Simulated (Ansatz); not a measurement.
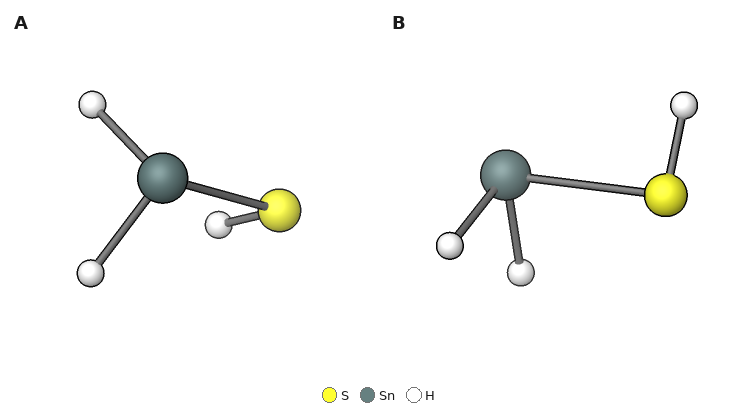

2 stationary structures of one formula. The species has charge −1 and is a spin singlet. Geometries: PBE-D4/def2-SVPD. Electronic energies: PBE-D4/def2-SVPD (Ansatz 0.2.0), without zero-point energy. No frequency run is at hand to confirm each as a minimum.

### Rank them by energy, lowest first.

B is lowest; A lies 1.4 kJ/mol above it.
